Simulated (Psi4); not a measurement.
**Si3NH9 (trisilylamine): B3LYP/6-31G(d) (spherical functions)**

Aim: the energy change on altering one bond length of Si3NH9 (trisilylamine) at B3LYP/6-31G* (spherical functions), from 2 runs. 

Program for the calculation: Psi4 1.11.

1 further run of the same task is left out (set aside as unsound or not needed).

### Step 1. The structure to begin with

Si3NH9 has 13 atoms, charge 0, and is taken as a singlet. SMILES: `[SiH3]N([SiH3])[SiH3]`. Geometry: relaxed at PBE0-D4/def2-TZVP.

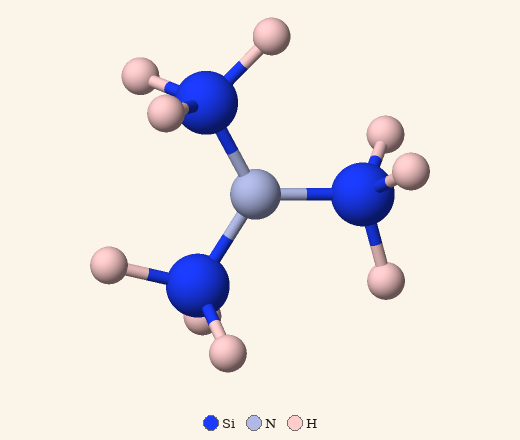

Viewed from a chosen angle; silicon blue, nitrogen light blue, hydrogen pink.

### Step 2. A single-point energy at B3LYP/6-31G(d) (spherical functions)

h9nsi3.py

```python
import psi4

psi4.set_memory('1600 MB')
psi4.set_num_threads(1)
psi4.core.set_output_file('output.dat', False)

m = psi4.geometry("""
0 1
Si    -0.98161824     2.72258512    -1.54173306
N     -0.00130391    -0.00017008     0.00066140
Si     1.48317045     0.21176271     2.91694345
Si    -0.50189236    -2.93457460    -1.37471906
H     -2.16961346     1.92614115    -3.96220766
H     -2.85868320     4.14930945    -0.01358713
H      1.18268510     4.42859207    -2.08888436
H      0.03811578    -1.14834877     4.90593689
H      4.07825574    -0.86139386     2.82865545
H      1.63038011     2.94013039     3.57951923
H     -3.23857484    -3.42707502    -1.77689058
H      0.53972468    -4.86625264     0.38257505
H      0.79933525    -3.14070592    -3.85630741
units bohr
symmetry c1
no_reorient
no_com
""")

psi4.set_options({
    'basis': '6-31G*',
    'reference': 'rks',
    'puream': True,
    'e_convergence': 1e-09,
    'd_convergence': 1e-08,
    'scf_type': 'pk',
    'dft_radial_points': 99,
    'dft_spherical_points': 590,
})

e_tot, wfn = psi4.energy('b3lyp', return_wfn=True)
psi4.oeprop(wfn, 'LOWDIN_CHARGES', 'WIBERG_LOWDIN_INDICES', 'MULLIKEN_CHARGES', title='B3LYP')
print(f'total energy {e_tot:.8f} hartree = {e_tot * 27.211386:.5f} eV')
for k, v in sorted(psi4.core.scalar_variables().items()):
    print(f'{k:45s} {v:18.10f}')
```

Started as:

```console
$ python h9nsi3.py
```

output.dat:

```text
[...]
  Running in c1 symmetry.
[...]
  Nuclear repulsion =  292.486262596805659
[...]
  Multiplicity = 1
[...]
  Nalpha       = 29
  Nbeta        = 29
[...]
    Number of basis functions: 86
[...]
   @RKS iter   1:  -928.37202273038474   -2.21071e-01   9.41551e-03 DIIS/ADIIS
[...]
   @RKS iter   9:  -928.68621489398595   -6.82121e-12   8.36076e-09 DIIS
[...]
    Orbital Energies [Eh]
    ---------------------
    Doubly Occupied:
       1A    -66.133070     2A    -66.133066     3A    -66.133059
       4A    -14.307617     5A     -5.293449     6A     -5.293443
       7A     -5.293432     8A     -3.652175     9A     -3.652167
      10A     -3.652162    11A     -3.651118    12A     -3.651112
      13A     -3.651107    14A     -3.650579    15A     -3.650569
      16A     -3.650565    17A     -0.842464    18A     -0.560521
      19A     -0.560515    20A     -0.500470    21A     -0.406237
      22A     -0.406230    23A     -0.393228    24A     -0.348920
      25A     -0.348894    26A     -0.343593    27A     -0.343582
      28A     -0.336563    29A     -0.264628
[...]
  @RKS Final Energy:  -928.68621489398595
   => Energetics <=
    Nuclear Repulsion Energy =            292.4862625968056591
    One-Electron Energy =               -1866.0428877675353760
    Two-Electron Energy =                 703.8839678068263765
    DFT Exchange-Correlation Energy =     -59.0135575300827426
    Empirical Dispersion Energy =           0.0000000000000000
    VV10 Nonlocal Energy =                  0.0000000000000000
    Total Energy =                       -928.6862148939859480
[...]
 Multipole Moments:
 ------------------------------------------------------------------------------------
     Multipole            Electronic (a.u.)      Nuclear  (a.u.)        Total (a.u.)
 ------------------------------------------------------------------------------------
 L = 1.  Multiply by 2.5417464519 to convert [e a0] to [Debye]
 Dipole X            :          0.0125815           -0.0122643            0.0003172
 Dipole Y            :          0.0038468           -0.0039685           -0.0001217
 Dipole Z            :         -0.0100805            0.0103179            0.0002374
 Magnitude           :                                                    0.0004145
[...]
  Mulliken Charges: (a.u.)
   Center  Symbol    Alpha    Beta     Spin     Total
       1    SI     6.74807  6.74807  0.00000  0.50386
       2     N     3.89733  3.89733  0.00000 -0.79467
       3    SI     6.74807  6.74807  0.00000  0.50386
       4    SI     6.74808  6.74808  0.00000  0.50385
       5     H     0.54304  0.54304  0.00000 -0.08608
       6     H     0.53821  0.53821  0.00000 -0.07642
       7     H     0.53823  0.53823  0.00000 -0.07646
       8     H     0.53822  0.53822  0.00000 -0.07644
       9     H     0.53822  0.53822  0.00000 -0.07643
      10     H     0.54305  0.54305  0.00000 -0.08610
      11     H     0.53822  0.53822  0.00000 -0.07644
[...]
```

On the terminal:

```text
total energy -928.68621489 hartree = -25270.83907 eV
CURRENT ENERGY                                   -928.6862148940
CURRENT REFERENCE ENERGY                         -928.6862148940
DD SOLVATION ENERGY                                 0.0000000000
DFT FUNCTIONAL TOTAL ENERGY                      -928.6862148940
DFT TOTAL ENERGY                                 -928.6862148940
DFT VV10 ENERGY                                     0.0000000000
DFT XC ENERGY                                     -59.0135575301
GRID ELECTRONS ALPHA                               29.0000033431
GRID ELECTRONS BETA                                29.0000033431
GRID ELECTRONS TOTAL                               58.0000066863
NUCLEAR REPULSION ENERGY                          292.4862625968
ONE-ELECTRON ENERGY                             -1866.0428877675
PCM POLARIZATION ENERGY                             0.0000000000
PE ENERGY                                           0.0000000000
SCF ITERATION ENERGY                             -928.6862148940
SCF ITERATIONS                                      9.0000000000
SCF TOTAL ENERGY                                 -928.6862148940
TWO-ELECTRON ENERGY                               703.8839678068
XC GRID RADIAL POINTS                              99.0000000000
XC GRID SPHERICAL POINTS                          590.0000000000
XC GRID TOTAL POINTS                           713013.0000000000
```

Run time: 23 s. Hardware: 1 thread of Intel Xeon 6975P-C (Granite Rapids), shared host; peak memory 0.86 GiB.

### Step 3. The distorted shape: energy and forces at B3LYP/6-31G(d) (spherical functions)

h9nsi3.xyz

```xyz
13
H9NSi3
Si    -0.205140     1.651447    -0.175461
N      0.313620     0.210627     0.640739
Si     1.099170     0.322777     2.183969
Si     0.048720    -1.342193    -0.087081
H     -1.148110     1.019270    -2.096710
H     -1.198440     2.406437     0.633199
H      0.940160     2.554227    -0.465001
H      0.334480    -0.396963     3.236499
H      2.472430    -0.245113     2.137249
H      1.177070     1.766567     2.534589
H     -1.399470    -1.602813    -0.299901
H      0.599920    -2.364393     0.842839
H      0.737300    -1.451273    -1.400281
```

run_ase.py

```python
import numpy as np
from ase.calculators.psi4 import Psi4
from ase.io import read

atoms = read('h9nsi3.xyz')
calc = Psi4(atoms=atoms, method='b3lyp', basis='6-31G*', memory='1600MB', num_threads=1, charge=0, multiplicity=1, label='psi4-calc')
calc.psi4.set_options({'puream': True, 'e_convergence': 1e-09, 'd_convergence': 1e-08, 'scf_type': 'pk', 'dft_radial_points': 99, 'dft_spherical_points': 590})
atoms.calc = calc

forces = atoms.get_forces()
print(f'energy: {atoms.get_potential_energy():.6f} eV')
print('forces / eV A^-1')
print(np.round(forces, 5))
```

Started as:

```console
$ python run_ase.py
```

psi4-calc.dat:

```text
[...]
  Running in c1 symmetry.
[...]
  Nuclear repulsion =  289.967799333623532
[...]
  Multiplicity = 1
[...]
  Nalpha       = 29
  Nbeta        = 29
[...]
    Number of basis functions: 86
[...]
   @RKS iter   1:  -928.28234096575193   -2.65480e-01   9.57603e-03 DIIS/ADIIS
[...]
   @RKS iter  11:  -928.61439870884101   -2.50111e-12   4.33018e-09 DIIS
[...]
  @RKS Final Energy:  -928.61439870884101
   => Energetics <=
    Nuclear Repulsion Energy =            289.9677993336235318
    One-Electron Energy =               -1860.4493289867864405
    Two-Electron Energy =                 700.7812697337515147
    DFT Exchange-Correlation Energy =     -58.9141387894296855
    Empirical Dispersion Energy =           0.0000000000000000
    VV10 Nonlocal Energy =                  0.0000000000000000
    Total Energy =                       -928.6143987088410086
[...]
 Multipole Moments:
 ------------------------------------------------------------------------------------
     Multipole            Electronic (a.u.)      Nuclear  (a.u.)        Total (a.u.)
 ------------------------------------------------------------------------------------
 L = 1.  Multiply by 2.5417464519 to convert [e a0] to [Debye]
 Dipole X            :          0.4962479           -0.2675910            0.2286569
 Dipole Y            :          0.2540153           -0.1801273            0.0738880
 Dipole Z            :          1.0052844           -0.5505814            0.4547030
 Magnitude           :                                                    0.5142939
[...]
  -Total Gradient:
     Atom            X                  Y                   Z
    ------   -----------------  -----------------  -----------------
       1        0.021301181546     0.010671633633     0.042878663520
       2        0.003559668516    -0.004902641834     0.006277406695
       3       -0.004461027070    -0.001141350717    -0.008846336560
       4        0.003103772504     0.010863836447     0.007531577101
       5       -0.025850386760    -0.017514398219    -0.052695819052
       6        0.002429086306     0.000471266133     0.003550839605
       7        0.001419164686     0.000394278582     0.004073307031
       8       -0.000131110108    -0.000241882344    -0.000520803377
       9       -0.000331417714    -0.000247057232    -0.000429186021
      10       -0.000290959516     0.000041978969    -0.000567049634
      11       -0.000350486557     0.000792820446    -0.000484343988
      12       -0.000118593703    -0.000001151664    -0.000228812124
[...]
```

On the terminal:

```text
energy: -25268.884871 eV
forces / eV A^-1
[[-1.09535e+00 -5.48760e-01 -2.20491e+00]
 [-1.83050e-01  2.52100e-01 -3.22800e-01]
 [ 2.29400e-01  5.86900e-02  4.54900e-01]
 [-1.59600e-01 -5.58640e-01 -3.87290e-01]
 [ 1.32928e+00  9.00630e-01  2.70973e+00]
 [-1.24910e-01 -2.42300e-02 -1.82590e-01]
 [-7.29800e-02 -2.02700e-02 -2.09460e-01]
 [ 6.74000e-03  1.24400e-02  2.67800e-02]
 [ 1.70400e-02  1.27000e-02  2.20700e-02]
 [ 1.49600e-02 -2.16000e-03  2.91600e-02]
 [ 1.80200e-02 -4.07700e-02  2.49100e-02]
 [ 6.10000e-03  6.00000e-05  1.17700e-02]
 [ 1.42600e-02 -4.15500e-02  2.76100e-02]]
```

Wall time 30 s (1 thread of Intel Xeon 6975P-C (Granite Rapids), shared host); peak memory 1.1 GiB.

### Step 4. What came out

Level: B3LYP/6-31G* (spherical functions).

| quantity | value |
| --- | --- |
| first shape: total energy | -928.68621 Eh |
| first shape: dipole moment | 0.00 D |
| first shape: HOMO energy | -7.20 eV |
| first shape: LUMO energy | -0.12 eV |
| first shape: HOMO–LUMO gap | 7.08 eV |
| distorted shape: total energy | -928.61440 Eh |
| distorted shape: dipole moment | 1.31 D |
| distorted shape: HOMO energy | -7.43 eV |
| distorted shape: LUMO energy | -1.31 eV |
| distorted shape: HOMO–LUMO gap | 6.12 eV |
| distorted shape: largest force on an atom | 3.150 eV/Å |
| energy change with the Si1–H5 bond stretched from 1.488 to 2.232 Å | 1.954 eV |

What this shows: With the Si1–H5 bond stretched from 1.488 to 2.232 Å the energy rises by 1.95 eV (45 kcal/mol). The first shape isn't relaxed at this level, so the change isn't measured from a minimum.
